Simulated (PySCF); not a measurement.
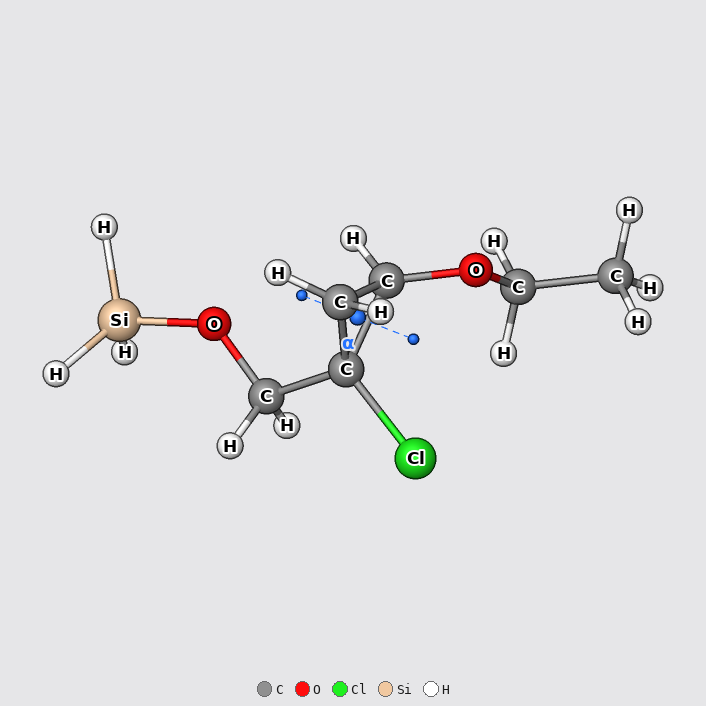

The small points mark where nucleus-independent chemical shifts (NICS) were computed: at the centre of each lettered ring and 1 Å above and below it. The geometry was computed by an optimisation with GFN2-xTB. No frequency run is at hand to confirm it as a minimum. Method: GIAO PBE0/pcSseg-1 NMR shielding, non-relativistic, gas phase (PySCF 2.14.0).

Give NICS(0), NICS(1) and the out-of-plane component NICS(1)zz for each ring (means of the two sides).

```tsv
ring	members	NICS(0)	NICS(1)	NICS(1)zz
α	C3	−39.2	−8.2	−19.6
```

Values in ppm.

The geometry is semi-empirical. Around Si such bond lengths and angles can be off by a tenth of an ångström or more and by several degrees, and values that hang on the shape move with them.
